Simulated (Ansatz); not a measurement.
Geometry relaxation of CH$_{6}$AlNO$_{2}$ (part 1 of 2)

System: CH$_{6}$AlNO$_{2}$.
Method: RKS B3LYP-D4/def2-SVP (Ansatz 0.2.0).

It belongs to a series of runs on one base structure; here: end point B relaxed.

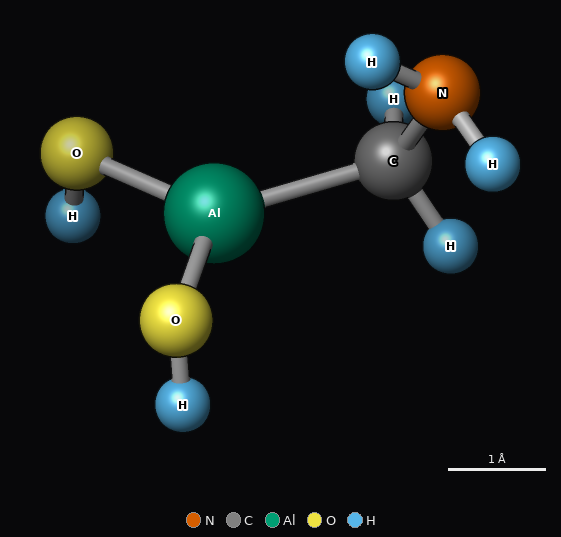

The input geometry (ball-and-stick view, seen at a tilt). Sticks mark near contacts. Bond lengths as drawn: Al–C 1.98 Å, Al–O 1.83 to 1.86 Å, C–H 1.07 to 1.08 Å, C–N 1.45 Å, H–N 0.99 to 1.09 Å and H–O 0.96 to 1.01 Å.

### Summary

```tsv
quantity	value
outcome	converged
total energy	−13312.0955 eV
mean-field energy	−13311.7989 eV
largest force (length of the vector) at the end	0.010 eV/Å
hardware	2 threads of Intel Xeon @ 2.50GHz (Skylake/Cascade Lake), 16 GiB of memory available, shared host
wall time	67 s (CPU time 2.1 min)
peak memory	0.24 GiB
```

### Input
```yaml
crystal:
  periodic: [false, false, false]
  atoms:
    - { symbol: "N", position_ang: [-0.3273, 1.4023, 1.2018] }
    - { symbol: C, position_ang: [-0.8678, 0.4137, 0.282] }
    - { symbol: Al, position_ang: [0.6334, -0.6381, -0.4592] }
    - { symbol: O, position_ang: [0.8213, -2.4394, -0.1663] }
    - { symbol: O, position_ang: [1.9881, 0.193, -1.4204] }
    - { symbol: H, position_ang: [0.59434, 1.17568, 1.49572] }
    - { symbol: H, position_ang: [-0.21084, 2.31203, 0.61791] }
    - { symbol: H, position_ang: [-1.5266, -0.2475, 0.8062] }
    - { symbol: H, position_ang: [-1.3879, 0.9071, -0.5298] }
    - { symbol: H, position_ang: [0.2685, -2.8406, -0.911] }
    - { symbol: H, position_ang: [1.661, 0.1646, -2.3197] }
basis:
  gaussian: { orbitals: def2-SVP }
hamiltonian:
  xc: b3lyp
  dispersion: d4
relax:
  f_tol: 0.015
  max_steps: 40
```

Command:
```bash
ansatz run input.yaml --threads 2 --pin off --max-ram 3072MiB --backend cpu --events-out ev --progress --plain --runs-dir out
```

### The program's output
```
The last accepted step is kept in [file] (removed where the run ends without a failure and the disk answers)
Engine: ansatz 0.2.0, x86_64-unknown-linux-gnu
Functional definition: B3LYP
  parameter a0 = 0.2
  parameter ax = 0.72
  parameter ac = 0.81
  exchange = (1 - a0 - ax)*slater_x + ax*b88_x + a0*exact_x
  correlation = (1 - ac)*vwn_rpa_c + ac*lyp_c
1095 factors; integrals over basis functions are off by at most 3.9e-4 eV
mean field evaluation 1: about -13294.3035 eV, gradient 9.1e1 eV
mean field evaluation 2: about -13254.9055 eV, gradient 1.6e2 eV
mean field evaluation 4: about -13310.4291 eV, gradient 8.4e0 eV
mean field evaluation 8: about -13310.6126 eV, gradient 5.7e-1 eV
mean field evaluation 16: about -13310.6132 eV, gradient 2.6e-5 eV
mean field -13310.61318948 eV, -489.1560124558 hartree, gradient 2.5e-5 eV, S^2 0.000000; 0 other end points of the search recorded, 0 dependent functions left out
the calculation of the forces begins
reference -13310.61345000 eV, -489.1560220297 hartree; 24, 24 occupied and 80, 80 virtual orbitals, 1095 factors
relax step   1: F+E_penalty+E_count = -13310.89982916 eV  Δ(F+E_penalty+E_count) = +0.000e0 eV  max|allowed force component| = 3.251e0 eV/Å  Δτ_max = 0.0000 Å  (27 SCF iters, accepted)
these checks for a lower state are left out or cut short: starts, cluster_reference, orbital_swaps, neighbouring_geometries, increment
1095 factors; integrals over basis functions are off by at most 3.7e-4 eV
mean field -13311.09867772 eV, -489.1738538196 hartree, gradient 1.5e-5 eV, S^2 0.000000; 0 other end points of the search recorded, 0 dependent functions left out
[... from here on the field's lines of each further geometry are left out, up to the last ...]
relax step   2: F+E_penalty+E_count = -13311.38673423 eV  Δ(F+E_penalty+E_count) = -4.869e-1 eV  max|allowed force component| = 1.587e0 eV/Å  Δτ_max = 0.1409 Å  (28 SCF iters, accepted)
relax step   3: F+E_penalty+E_count = -13311.57146871 eV  Δ(F+E_penalty+E_count) = -1.847e-1 eV  max|allowed force component| = 1.358e0 eV/Å  Δτ_max = 0.1671 Å  (29 SCF iters, accepted)
relax step   4: F+E_penalty+E_count = -13311.77098305 eV  Δ(F+E_penalty+E_count) = -1.995e-1 eV  max|allowed force component| = 4.360e-1 eV/Å  Δτ_max = 0.2000 Å  (28 SCF iters, accepted)
relax step   5: F+E_penalty+E_count = -13311.89649405 eV  Δ(F+E_penalty+E_count) = -1.255e-1 eV  max|allowed force component| = 6.305e-1 eV/Å  Δτ_max = 0.2000 Å  (28 SCF iters, accepted)
relax step   6: F+E_penalty+E_count = -13311.99870488 eV  Δ(F+E_penalty+E_count) = -1.022e-1 eV  max|allowed force component| = 5.598e-1 eV/Å  Δτ_max = 0.1998 Å  (29 SCF iters, accepted)
relax step   7: F+E_penalty+E_count = -13312.05590157 eV  Δ(F+E_penalty+E_count) = -5.720e-2 eV  max|allowed force component| = 3.765e-1 eV/Å  Δτ_max = 0.2000 Å  (28 SCF iters, accepted)
relax step   8: F+E_penalty+E_count = -13312.05718931 eV  Δ(F+E_penalty+E_count) = -1.288e-3 eV  max|allowed force component| = 5.524e-1 eV/Å  Δτ_max = 0.1999 Å  (28 SCF iters, accepted)
relax step   9: F+E_penalty+E_count = -13312.05972533 eV  Δ(F+E_penalty+E_count) = -2.536e-3 eV  max|allowed force component| = 3.939e-1 eV/Å  Δτ_max = 0.1134 Å  (29 SCF iters, accepted)
relax step  10: F+E_penalty+E_count = -13312.08319366 eV  Δ(F+E_penalty+E_count) = -2.347e-2 eV  max|allowed force component| = 2.116e-1 eV/Å  Δτ_max = 0.1708 Å  (28 SCF iters, accepted)
relax step  11: F+E_penalty+E_count = -13312.09021441 eV  Δ(F+E_penalty+E_count) = -7.021e-3 eV  max|allowed force component| = 2.720e-2 eV/Å  Δτ_max = 0.0695 Å  (28 SCF iters, accepted)
relax step  12: F+E_penalty+E_count = -13312.09156218 eV  Δ(F+E_penalty+E_count) = -1.348e-3 eV  max|allowed force component| = 1.712e-2 eV/Å  Δτ_max = 0.0430 Å  (28 SCF iters, accepted)
relax step  13: F+E_penalty+E_count = -13312.08898915 eV  Δ(F+E_penalty+E_count) = +2.573e-3 eV  max|allowed force component| = 2.431e-1 eV/Å  Δτ_max = 0.1803 Å  (27 SCF iters, rejected (line search))
relax step  14: F+E_penalty+E_count = -13312.09174898 eV  Δ(F+E_penalty+E_count) = -1.868e-4 eV  max|allowed force component| = 8.873e-2 eV/Å  Δτ_max = 0.0340 Å  (29 SCF iters, accepted)
relax step  15: F+E_penalty+E_count = -13312.09362205 eV  Δ(F+E_penalty+E_count) = -1.873e-3 eV  max|allowed force component| = 5.939e-2 eV/Å  Δτ_max = 0.0944 Å  (24 SCF iters, accepted)
relax step  16: F+E_penalty+E_count = -13312.09397400 eV  Δ(F+E_penalty+E_count) = -3.519e-4 eV  max|allowed force component| = 7.706e-2 eV/Å  Δτ_max = 0.0496 Å  (25 SCF iters, accepted)
relax step  17: F+E_penalty+E_count = -13312.09436944 eV  Δ(F+E_penalty+E_count) = -3.954e-4 eV  max|allowed force component| = 6.431e-2 eV/Å  Δτ_max = 0.0294 Å  (25 SCF iters, accepted)
relax step  18: F+E_penalty+E_count = -13312.09481154 eV  Δ(F+E_penalty+E_count) = -4.421e-4 eV  max|allowed force component| = 5.003e-2 eV/Å  Δτ_max = 0.0138 Å  (26 SCF iters, accepted)
relax step  19: F+E_penalty+E_count = -13312.09506673 eV  Δ(F+E_penalty+E_count) = -2.552e-4 eV  max|allowed force component| = 3.173e-2 eV/Å  Δτ_max = 0.0279 Å  (26 SCF iters, accepted)
relax step  20: F+E_penalty+E_count = -13312.09518737 eV  Δ(F+E_penalty+E_count) = -1.206e-4 eV  max|allowed force component| = 2.060e-2 eV/Å  Δτ_max = 0.0269 Å  (28 SCF iters, accepted)
relax step  21: F+E_penalty+E_count = -13312.09525230 eV  Δ(F+E_penalty+E_count) = -6.493e-5 eV  max|allowed force component| = 1.849e-2 eV/Å  Δτ_max = 0.0245 Å  (28 SCF iters, accepted)
the calculation of the forces begins
reference -13311.79885747 eV, -489.1995849508 hartree; 24, 24 occupied and 80, 80 virtual orbitals, 1095 factors
relax step  22: F+E_penalty+E_count = -13312.09527299 eV  Δ(F+E_penalty+E_count) = -2.069e-5 eV  max|allowed force component| = 9.097e-3 eV/Å  Δτ_max = 0.0099 Å  (22 SCF iters, accepted)
1095 factors; integrals over basis functions are off by at most 4.4e-4 eV
mean field evaluation 160: about -13311.6504 eV, gradient 7.6e0 eV
```

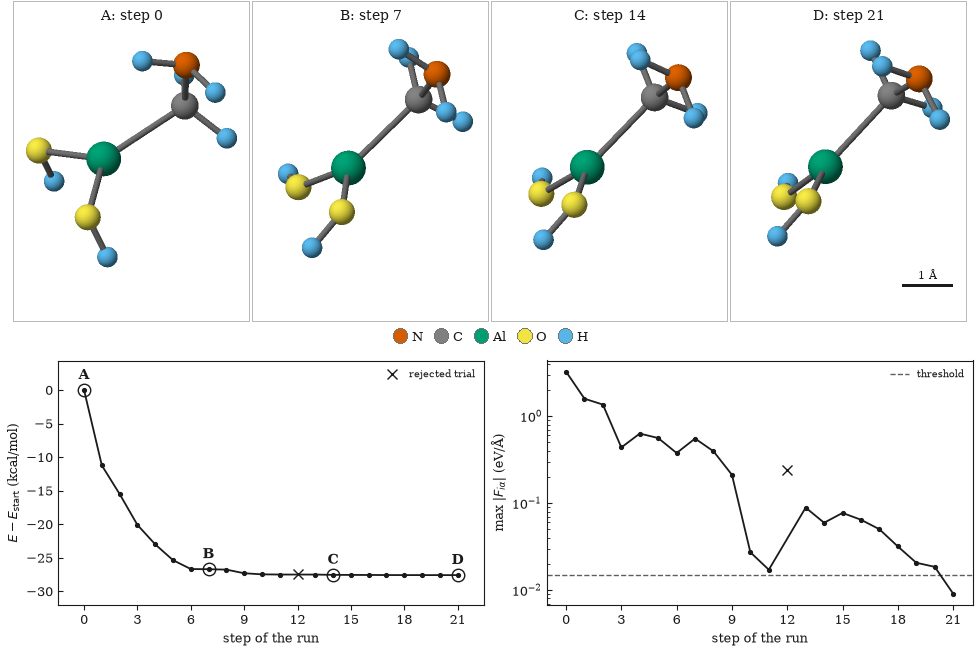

Frames of the relaxation (ball-and-stick view, seen at a tilt) above the curves, on which the letters mark them (the first geometry is step 0 here and step 1 in the log).

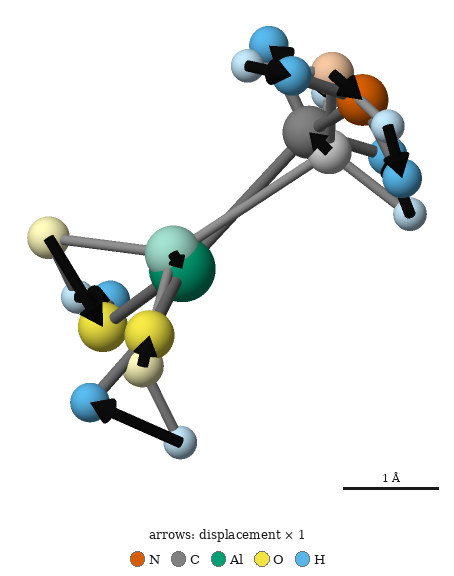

Start (faint) and end (solid) with the displacements as black arrows, at true length (ball-and-stick view, seen at a tilt). The two geometries are laid on each other by the best rigid fit. Over 21 geometry steps the energy falls by 27.6 kcal/mol. The largest force component goes from 3.3 to 0.0091 eV/Å. The line search rejected the trial step at point 12 (counted from 0) and went back. The atom that moves furthest after the best rigid fit is H11 (1.16 Å). Largest moves by element: H 1.16 Å, O 1.12 Å, N 0.44 Å, C 0.30 Å, Al 0.20 Å. Distances before and after: Al3–O5 1.857 → 1.707 Å, Al3–O4 1.835 → 1.709 Å, N1–H7 1.087 → 1.021 Å, O4–H10 1.011 → 0.961 Å. Among the angles that change: Al3–O4–H10 102.5° → 127.4°, Al3–O5–H11 102.9° → 124.4°, N1–C2–Al3 108.5° → 116.5°. (Atoms are counted from 1 in the order of the input.)

```
mean field -13311.79860294 eV, -489.1995755970 hartree, gradient 1.6e-5 eV, S^2 0.000000; 1 other end points of the search recorded, 0 dependent functions left out
the calculation of the forces begins
reference -13311.79885747 eV, -489.1995849508 hartree; 24, 24 occupied and 80, 80 virtual orbitals, 1095 factors
Total energy: -13312.09552752 eV, -489.2104873738 hartree
Atom 0 at    -0.450899     1.678945     0.885225 Å, force    -0.004670     0.005629     0.003619 eV/Å
Atom 1 at    -0.755984     0.277916     0.521402 Å, force    -0.004448    -0.006438    -0.000793 eV/Å
Atom 2 at     0.556057    -0.635658    -0.640543 Å, force     0.000380    -0.009097    -0.002974 eV/Å
Atom 3 at     0.499639    -2.241165    -1.223362 Å, force     0.000774     0.006856     0.001693 eV/Å
Atom 4 at     1.897763     0.311135    -1.105274 Å, force    -0.003836    -0.003109     0.001155 eV/Å
Atom 5 at     0.459819     1.726307     1.343908 Å, force     0.003189    -0.003596     0.001572 eV/Å
Atom 6 at    -0.336936     2.238269     0.038935 Å, force    -0.000313     0.000022    -0.004407 eV/Å
Atom 7 at    -0.900132    -0.302498     1.452441 Å, force     0.001468     0.003516    -0.003842 eV/Å
Atom 8 at    -1.756361     0.248820     0.049095 Å, force     0.005310     0.001362     0.003195 eV/Å
Atom 9 at    -0.179803    -2.899380    -1.056870 Å, force     0.002199     0.004729     0.000510 eV/Å
Atom 10 at     2.613037     0.000119    -1.667726 Å, force    -0.000053     0.000126     0.000272 eV/Å
Dipole moment:     0.009009    -0.301723    -0.121201 e Å
```

### Trajectory as extended XYZ (Å, eV, eV/Å), 22 frames, from step=1 to step=22
```
11
Properties=species:S:1:pos:R:3:forces:R:3 step=1 energy=-13310.89983
N    -0.3273    1.4023    1.2018   -0.6429   3.2510  -1.4558
C    -0.8678    0.4137    0.2820    1.3104  -0.6744  -0.4545
Al    0.6334   -0.6381   -0.4592    1.7821  -1.0877  -0.9490
O     0.8213   -2.4394   -0.1663   -1.2790   1.5035  -1.8141
O     1.9881    0.1930   -1.4204   -1.8160  -1.0844   1.8251
H     0.5943    1.1757    1.4957    1.1251  -0.1528   0.5944
H    -0.2108    2.3120    0.6179   -0.0424  -1.7537   1.5673
H    -1.5266   -0.2475    0.8062   -0.9940  -0.6615   0.3486
H    -1.3879    0.9071   -0.5298   -0.5795   0.1472  -0.3469
H     0.2685   -2.8406   -0.9110    1.0059   0.3342   1.4388
H     1.6610    0.1646   -2.3197    0.1303   0.1787  -0.7539
11
Properties=species:S:1:pos:R:3:forces:R:3 step=2 energy=-13311.38673
N    -0.3397    1.4559    1.1848    0.3196   0.8501  -0.5549
C    -0.8328    0.3997    0.2687    0.4996  -0.0709  -0.0546
Al    0.5969   -0.6807   -0.5752    1.5868  -0.3177   0.1555
O     0.8480   -2.4143   -0.2170   -1.2533   0.7146  -1.4848
O     1.9340    0.1888   -1.4081   -1.5563  -0.8295   0.1278
H     0.5563    1.2238    1.6226   -0.2002  -0.1060   0.0093
H    -0.1389    2.3254    0.6475   -0.1713  -0.7419   0.4230
H    -1.5292   -0.2587    0.7973   -0.2738  -0.1378   0.1428
H    -1.4009    0.8712   -0.5424   -0.2731   0.1319  -0.0419
H     0.2428   -2.9250   -0.8241    0.8818   0.3387   1.0179
H     1.7096    0.2167   -2.3568    0.4402   0.1685   0.2599
11
Properties=species:S:1:pos:R:3:forces:R:3 step=3 energy=-13311.57147
N    -0.3708    1.5222    1.1523    0.6727  -0.7378   0.6085
C    -0.7895    0.3724    0.2863   -0.0319   0.2152   0.1466
Al    0.6691   -0.6864   -0.5473    0.3749  -0.0760   0.1310
O     0.8653   -2.4065   -0.3476   -1.3576  -0.2181  -1.0514
O     1.9133    0.1703   -1.4052   -0.6778  -0.1363  -0.8486
H     0.4679    1.2973    1.7438   -0.9869   0.1338  -0.6727
H    -0.0860    2.3152    0.5890    0.1043   0.1339  -0.2577
H    -1.4991   -0.2778    0.8430    0.2020   0.1411  -0.0002
H    -1.4110    0.7914   -0.5343    0.0936  -0.0342   0.1327
H     0.1436   -2.9214   -0.8090    1.1460   0.5362   0.9170
H     1.7434    0.2262   -2.3738    0.4608   0.0423   0.8948
11
Properties=species:S:1:pos:R:3:forces:R:3 step=4 energy=-13311.77098
N    -0.3958    1.5511    1.1055    0.3059  -0.1250   0.0373
C    -0.7962    0.3623    0.3163   -0.1689  -0.0390   0.0191
Al    0.6623   -0.6523   -0.5615    0.1607  -0.0802  -0.1729
O     0.8089   -2.3669   -0.4555   -0.2508   0.1343  -0.3586
O     1.8947    0.2204   -1.3993   -0.4360  -0.0562   0.0038
H     0.3649    1.2853    1.7397   -0.1500   0.1579   0.0153
H     0.0320    2.2156    0.4619    0.0804   0.1913   0.0354
H    -1.4239   -0.2865    0.9559    0.0659  -0.0479  -0.0443
H    -1.4956    0.7247   -0.4619   -0.0050  -0.1041  -0.0343
H     0.0822   -2.9383   -0.7411    0.2044   0.0184   0.2715
H     1.9128    0.2875   -2.3627    0.1934  -0.0495   0.2278
11
Properties=species:S:1:pos:R:3:forces:R:3 step=5 energy=-13311.89649
N    -0.4106    1.5903    1.0781    0.2235  -0.0845  -0.1057
C    -0.7908    0.3529    0.3539   -0.1276  -0.0153  -0.0515
Al    0.6298   -0.6465   -0.6008    0.1186   0.0977  -0.0171
O     0.7779   -2.3527   -0.6114   -0.3348  -0.1666  -0.3077
O     1.8439    0.2727   -1.3858   -0.1525   0.0665  -0.4998
H     0.3190    1.3701    1.7614   -0.0673   0.0728  -0.0156
H     0.0446    2.2183    0.4105   -0.0126   0.0465   0.1153
H    -1.3447   -0.3130    1.0410    0.0272   0.0310   0.0262
H    -1.5530    0.6464   -0.3971    0.0233  -0.0882   0.0180
H     0.0323   -2.9583   -0.7301    0.2792   0.1263   0.2074
H     2.0977    0.2228   -2.3225    0.0230  -0.0862   0.6305
```
